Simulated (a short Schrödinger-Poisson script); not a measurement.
Structure: gated Al0.3Ga0.7N/GaN polarisation-induced gas, at 300 K.

```tsv
layer	material	thickness (nm)	Na (cm⁻³)
1	Al0.3Ga0.7N	15	-
2	GaN	6000	2e14
```

Constants are typed, rounded textbook-type inputs, not results; the design itself was drawn at random and stands for no fabricated device. Al0.3Ga0.7N: permittivity 9.32, conduction-band edge (eV) 0.414, gap (eV) 4.021, electron mass (mₑ) 0.236, Nv at 300 K (cm⁻³) 4.6e19. GaN: permittivity 9.5, conduction-band edge (eV) 0, gap (eV) 3.43, Nv at 300 K (cm⁻³) 4.6e19.

Channel valleys (confinement mass, in-plane density-of-states mass, number): Γ 0.2, 0.2, 1. At the gate the conduction-band edge of layer 1 lies 1.23 eV − eVg above the Fermi level of the channel; the field vanishes at the back. Sheet of polarisation charge: +1.5e13 e/cm² at 15 nm from the gate. The barrier under the gate holds no holes. Gaps are held at their typed values at every temperature. Mesh 0.08 nm at interfaces.

Solved with a short Schrödinger-Poisson script written for these runs: 1D Poisson equation in equilibrium, electrons quantum, Hartree plus LDA exchange-correlation (BenDaniel-Duke, 40 states a valley, the channel's in-plane mass for all, wave functions free to enter the barrier), parabolic valleys, classical holes, full ionisation, no traps, pinning or gate leakage.

Only gate voltages with over 1e8 electrons/cm² are shown.

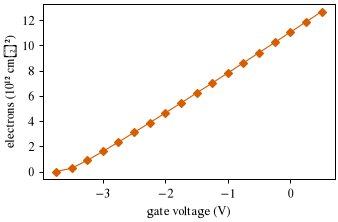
Sheet density against gate voltage

```csv
Vg (V),electrons (cm⁻²),in the channel layer,C (μF/cm²),Γ E0 (meV),Γ E1 (meV)
0.5,1.27e13,1.15e13,0.526,-133.5,10.1
0,1.10e13,1.02e13,0.521,-116.6,16.4
-0.5,9.42e12,8.81e12,0.517,-99.3,22.5
-1,7.82e12,7.41e12,0.513,-81.5,28.6
-1.5,6.22e12,5.98e12,0.508,-63.1,34.8
-2,4.65e12,4.51e12,0.502,-43.5,41.3
-2.5,3.09e12,3.04e12,0.491,-21.5,48.9
-3,1.59e12,1.58e12,0.468,7.3,60.1
-3.5,2.54e11,2.54e11,0.341,71.8,97.4
```

Subbands count from the Fermi level.
